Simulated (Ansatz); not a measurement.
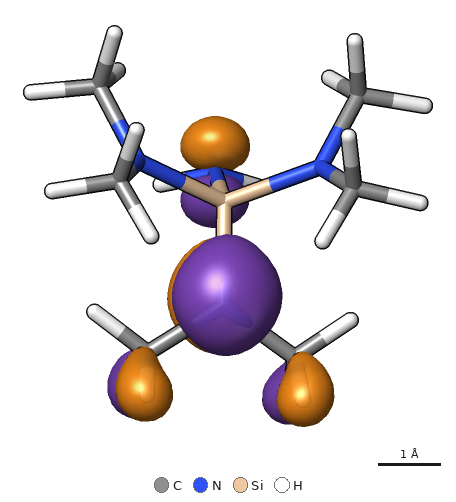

Figure 1: C6H20N4Si (SMILES CN(C)[Si](N)(N(C)C)N(C)C). The HOMO−1 at ±0.15 Å⁻³ᐟ² (orange and purple are the two phases), seen across its widest extent.

Geometry: PBE0-D4/def2-TZVP.

These are results of RKS PBE0-D4/def2-TZVPP in Ansatz, not measurements.

```xyz
31

C    -2.3881   -0.2184   -0.3868
N    -1.2308    0.3564   -1.0273
C    -1.4009    0.4739   -2.4545
Si    0.3121    0.3325   -0.2608
N     1.3245    1.2942   -1.2737
N     0.0217    0.8523    1.3572
C    -0.9160    1.9036    1.6648
C     0.9998    0.6763    2.4018
N     1.1392   -1.1716   -0.1103
C     1.9806   -1.7143   -1.1483
C     0.6755   -2.1885    0.8013
H    -2.2209   -0.3312    0.6852
H    -3.2745    0.4165   -0.5250
H    -2.6329   -1.2102   -0.7968
H    -2.2200    1.1651   -2.6977
H    -0.4892    0.8437   -2.9228
H    -1.6466   -0.4936   -2.9188
H     0.9857    2.2028   -1.5490
H     2.3036    1.3500   -1.0404
H    -1.6035    2.0618    0.8338
H    -1.5086    1.6580    2.5571
H    -0.4067    2.8581    1.8683
H     1.7349   -0.0770    2.1183
H     0.5254    0.3554    3.3397
H     1.5400    1.6112    2.6168
H     1.4756   -2.5177   -1.7066
H     2.2608   -0.9405   -1.8623
H     2.8993   -2.1443   -0.7255
H     0.1248   -2.9861    0.2796
H     1.5161   -2.6651    1.3249
H     0.0118   -1.7602    1.5535
```

Q: Where does this orbital lie, and at what energy?

A: It lies mainly on N6 (about 50 %), N5 (about 10 %), Si4 (about 5 %), C7 (about 5 %) and C8 (about 5 %). Its energy is −6.00 eV.
